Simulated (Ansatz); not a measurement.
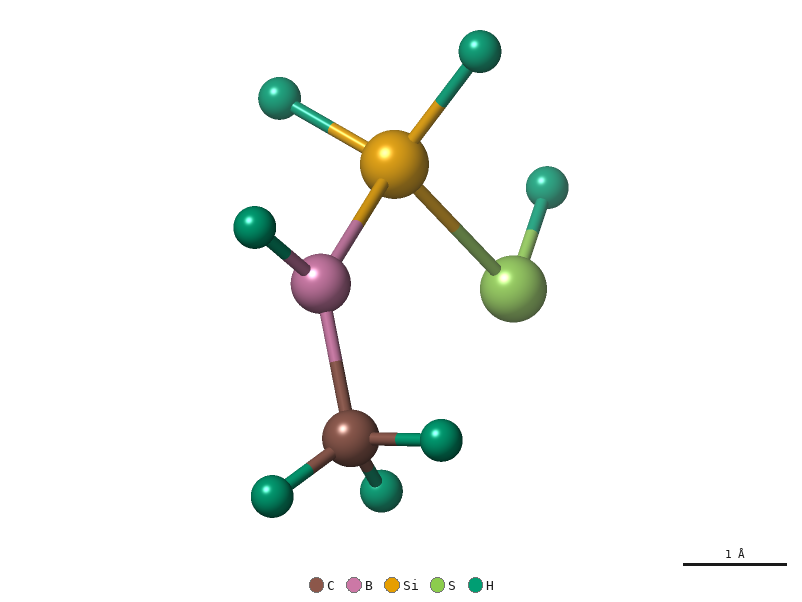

The picture shows a molecular structure as a ball-and-stick model.

The geometry was computed by an optimisation with PBE0-D4/def2-TZVP.

What is the molecular formula?

CH₇BSSi, 11 atoms: 1 carbon, 7 hydrogen, 1 boron, 1 sulfur and 1 silicon.

Does it have rings?

It has no ring.

Count the bonded pairs by element.

3 C–H, 2 Si–H, 1 C–B, 1 B–Si, 1 S–Si, 1 B–H, 1 S–H.

The parts below concern this one geometry. Atoms keep their numbers from picture to picture.

## Geometry

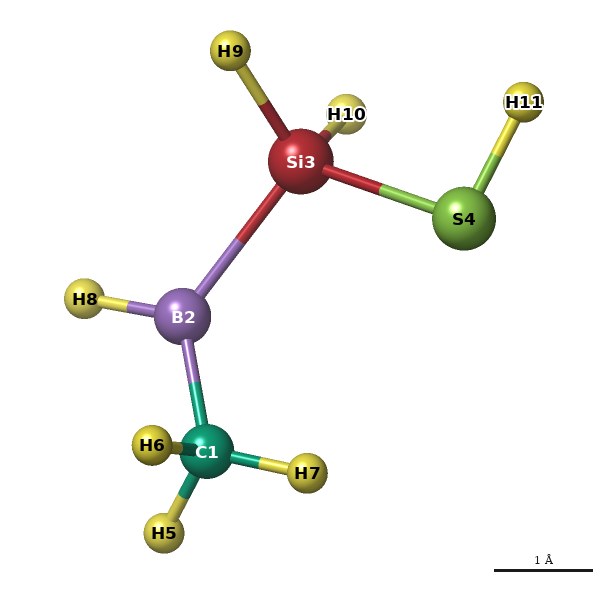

Atoms carry their numbers in the input.

Give the bond lengths.

```tsv
bond	length (Å)	order
C1–B2	1.547	single
C1–H5	1.092	single
C1–H6	1.106	single
C1–H7	1.091	single
B2–Si3	2.016	single
B2–H8	1.201	single
Si3–S4	2.149	single
Si3–H9	1.492	single
Si3–H10	1.492	single
S4–H11	1.343	single
```

## Dipole moment

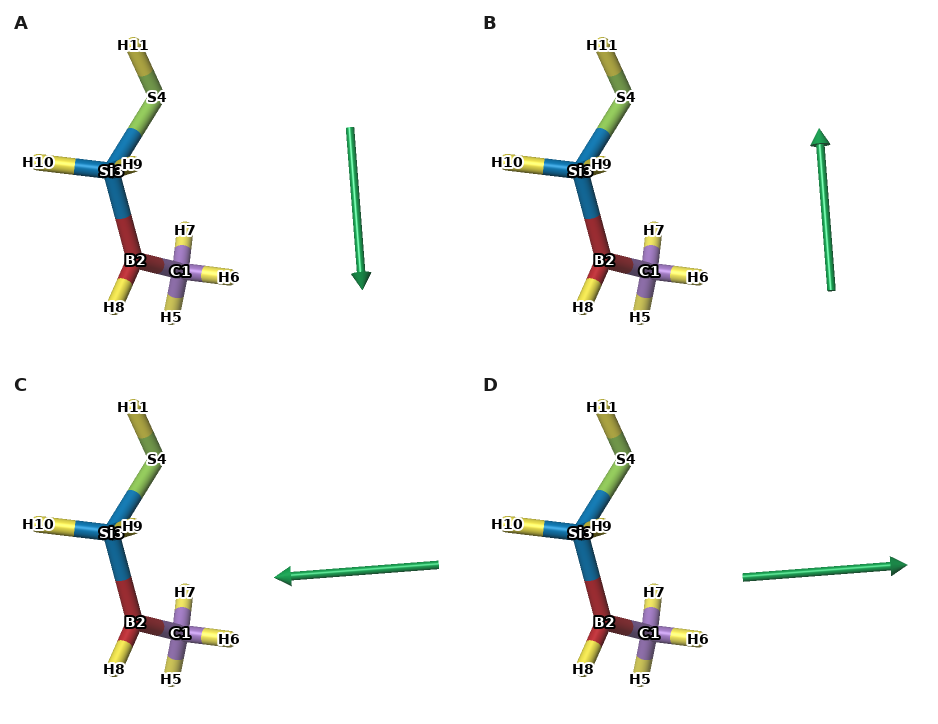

The same molecule four times, each with an arrow. Properties computed with RKS r2SCAN-D4/def2-TZVPP (Ansatz 0.2.0).

Which arrow points along the dipole moment, from the negative to the positive end?

A. The dipole moment is 0.76 D; it points from the side of H11 to the side of H5, H8 (the outermost atoms at the two ends).

## Charges

The questions are on Mulliken charges. Properties computed with RKS PBE0-D4/def2-TZVP (Ansatz 0.2.0).

List the Mulliken charges.

```
atom  value (e)
  C1      −0.41
  B2       0.02
 Si3       0.12
  S4      −0.34
  H5       0.15
  H6       0.15
  H7       0.15
  H8       0.03
  H9      −0.02
 H10      −0.02
 H11       0.17
```

## Vibrations

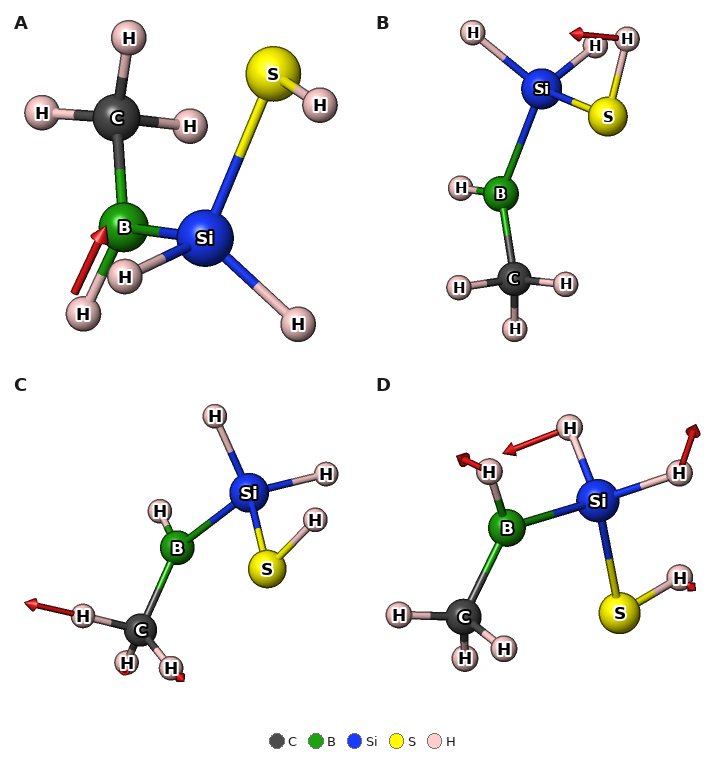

4 normal modes of one molecule or complex, as arrows. Harmonic vibrations computed with RKS PBE0-D4/def2-TZVP (Ansatz 0.2.0) at a stationary point of the same level.

Match the panels to the wavenumbers 178 cm⁻¹, 400 cm⁻¹, 2585 cm⁻¹, 2980 cm⁻¹.

A: 2585 cm⁻¹, B–H stretching
B: 178 cm⁻¹, a torsion or out-of-plane motion in which bond lengths and bond angles hardly change
C: 2980 cm⁻¹, C–H stretching
D: 400 cm⁻¹, B–Si–H bending

Mulliken values depend strongly on the basis set and can even reverse the polarity of a bond.
